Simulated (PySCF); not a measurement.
**PBE/STO-3G run of S2F2 (Thio-thionyl fluoride)**

Aim: the vertical ionisation energy of S2F2 (Thio-thionyl fluoride) at PBE/STO-3G, from 2 runs. The job is set up through a Python script.

The results are computed with PySCF 2.14.0.

8 further runs of the same task are left out: 8 set aside as unsound or not needed.

## 1. The system as given

S2F2 has 4 atoms, charge 0, and is taken as a singlet. As SMILES, `FS(F)=S`. The coordinates come from a GFN2-xTB relaxation.

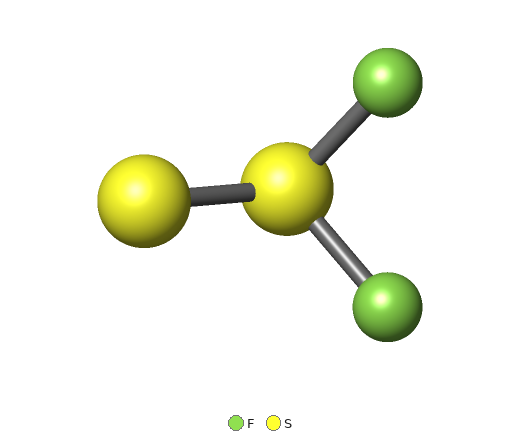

Viewed from a chosen angle; fluorine green, sulfur yellow.

## 2. The energy at PBE/STO-3G

calc.py

```python
from pyscf import gto, dft

mol = gto.M(
    atom='''
F        0.766610       0.341640       1.237090
S       -0.514710      -0.073220       0.231030
F        0.333030      -1.428520      -0.291570
S       -0.584940       1.160090      -1.176550
''',
    spin=0,
    max_memory=1860,
    basis='sto-3g',
    verbose=3,
)

mf = dft.RKS(mol)
mf.xc = 'pbe'
mf.conv_tol = 1e-10
mf.grids.level = 5
mf.kernel()
if not mf.converged:
    mf = mf.newton().run(mf.mo_coeff, mf.mo_occ)

e_final = mf.e_tot
print(f'total energy: {e_final:.8f} hartree')
```

Command:

```bash
$ OMP_NUM_THREADS=1 python calc.py
```

The log of the run:

```text
converged SCF energy = -983.661956818253
total energy: -983.66195682 hartree
```

It took 4.5 s on 1 thread of Arm Neoverse V1, shared host; peak memory 0.23 GiB.

## 3. The doublet cation

calc.py

```python
from pyscf import gto, dft

mol = gto.M(
    atom='''
F    0.766610   0.341640   1.237090
S   -0.514710  -0.073220   0.231030
F    0.333030  -1.428520  -0.291570
S   -0.584940   1.160090  -1.176550
''',
    basis='sto-3g',
    max_memory=1860,
    charge=1,
    spin=1,
    verbose=4,
)

myscf = dft.UKS(mol)
myscf.xc = 'pbe'
myscf.grids.level = 5
myscf.conv_tol = 1e-10
myscf.kernel()
if not myscf.converged:
    myscf = myscf.newton().run(myscf.mo_coeff, myscf.mo_occ)

e_tot = myscf.e_tot
print('Final energy', e_tot)
```

Command:

```bash
$ OMP_NUM_THREADS=1 python calc.py
```

The log of the run:

```text
PySCF version 2.14.0

[INPUT] num. atoms = 4
[INPUT] num. electrons = 49
[INPUT] charge = 1
[INPUT] spin (= nelec alpha-beta = 2S) = 1
[INPUT] symmetry False subgroup None
[INPUT] Mole.unit = angstrom
[INPUT] Symbol           X                Y                Z      unit          X                Y                Z       unit  Magmom
[INPUT]  1 F      0.766610000000   0.341640000000   1.237090000000 AA    1.448682944353   0.645606033196   2.337761291438 Bohr   0.0
[INPUT]  2 S     -0.514710000000  -0.073220000000   0.231030000000 AA   -0.972660933575  -0.138365746841   0.436583426558 Bohr   0.0
[INPUT]  3 F      0.333030000000  -1.428520000000  -0.291570000000 AA    0.629335491264  -2.699511563464  -0.550987446139 Bohr   0.0
[INPUT]  4 S     -0.584940000000   1.160090000000  -1.176550000000 AA   -1.105376399303   2.192252379847  -2.223357271857 Bohr   0.0

nuclear repulsion = 233.814951749423
number of shells = 16
number of NR pGTOs = 84
number of NR cGTOs = 28
basis = sto-3g
ecp = {}

******** <class 'pyscf.dft.uks.UKS'> ********
method = UKS
initial guess = minao
damping factor = 0
level_shift factor = 0
DIIS = <class 'pyscf.scf.diis.CDIIS'>
diis_start_cycle = 1
diis_space = 8
diis_damp = 0
SCF conv_tol = 1e-10
SCF conv_tol_grad = None
SCF max_cycles = 50
direct_scf = True
direct_scf_tol = 1e-13
number electrons alpha = 25  beta = 24
XC library pyscf.dft.libxc version 7.0.0
    S. Lehtola, C. Steigemann, M. J.T. Oliveira, and M. A.L. Marques.,  SoftwareX 7, 1–5 (2018)
XC functionals = pbe
    J. P. Perdew, K. Burke, and M. Ernzerhof.,  Phys. Rev. Lett. 77, 3865 (1996)
    J. P. Perdew, K. Burke, and M. Ernzerhof.,  Phys. Rev. Lett. 78, 1396 (1997)
    J. P. Perdew, K. Burke, and M. Ernzerhof.,  Phys. Rev. Lett. 77, 3865 (1996)
    J. P. Perdew, K. Burke, and M. Ernzerhof.,  Phys. Rev. Lett. 78, 1396 (1997)
radial grids:
    Treutler-Ahlrichs [JCP 102, 346 (1995); DOI:10.1063/1.469408] (M4) radial grids

becke partition: Becke, JCP 88, 2547 (1988); DOI:10.1063/1.454033
pruning grids: <function nwchem_prune>
grids dens level: 5
symmetrized grids: False
atomic radii adjust function: <function treutler_atomic_radii_adjust>
small_rho_cutoff = 0
Set gradient conv threshold to 1e-05
tot grids = 173856
init E= -983.87775797262
[... the frontier-level lines of each cycle are left out ...]

cycle= 1 E= -983.198216209105  delta_E= 0.68  |g|= 0.522  |ddm|= 2.25
cycle= 2 E= -980.86184572642  delta_E= 2.34  |g|= 1.75  |ddm|= 3.43
cycle= 3 E= -982.468925828527  delta_E= -1.61  |g|= 1.06  |ddm|= 3.34
cycle= 4 E= -983.405957103353  delta_E= -0.937  |g|= 0.188  |ddm|= 2.01
cycle= 5 E= -983.434642325121  delta_E= -0.0287  |g|= 0.0357  |ddm|= 0.439
cycle= 6 E= -983.4356897025  delta_E= -0.00105  |g|= 0.0139  |ddm|= 0.0985
cycle= 7 E= -983.435782451256  delta_E= -9.27e-05  |g|= 0.00949  |ddm|= 0.0423
cycle= 8 E= -983.435863287136  delta_E= -8.08e-05  |g|= 0.000423  |ddm|= 0.021
cycle= 9 E= -983.435863492197  delta_E= -2.05e-07  |g|= 0.000125  |ddm|= 0.00125
cycle= 10 E= -983.435863508059  delta_E= -1.59e-08  |g|= 2.16e-05  |ddm|= 0.000277
cycle= 11 E= -983.43586350859  delta_E= -5.31e-10  |g|= 2.7e-06  |ddm|= 6.98e-05
cycle= 12 E= -983.435863508601  delta_E= -1.05e-11  |g|= 3.28e-07  |ddm|= 7.85e-06
Extra cycle  E= -983.4358635086  delta_E= 6.82e-13  |g|= 1.22e-06  |ddm|= 4.17e-06
converged SCF energy = -983.4358635086  <S^2> = 0.75344866  2S+1 = 2.0034457
Final energy -983.4358635085998
```

Run time: 7.8 s. Hardware: 1 thread of Arm Neoverse V1, shared host; peak memory 0.24 GiB.

## 4. What came out

At PBE/STO-3G:

| quantity | value |
| --- | --- |
| singlet S2F2: total energy | -983.66196 Eh |
| singlet S2F2: dipole moment | 1.32 D |
| singlet S2F2: HOMO energy | -1.65 eV |
| singlet S2F2: LUMO energy | 1.87 eV |
| singlet S2F2: HOMO–LUMO gap | 3.52 eV |
| doublet cation: total energy | -983.43586 Eh |
| doublet cation: HOMO energy (highest over α and β) | -11.28 eV |
| doublet cation: LUMO energy (lowest over α and β) | -10.54 eV |
| doublet cation: ⟨S²⟩ | 0.753 |
| vertical ionisation energy (to the doublet cation) | 6.152 eV |

**Reading.** The vertical ionisation energy comes to 6.15 eV (594 kJ/mol). The negative HOMO energy of the first species, 1.65 eV, lies 4.50 eV below that difference. In a minimal basis such a difference can be off by several eV, whatever the method.
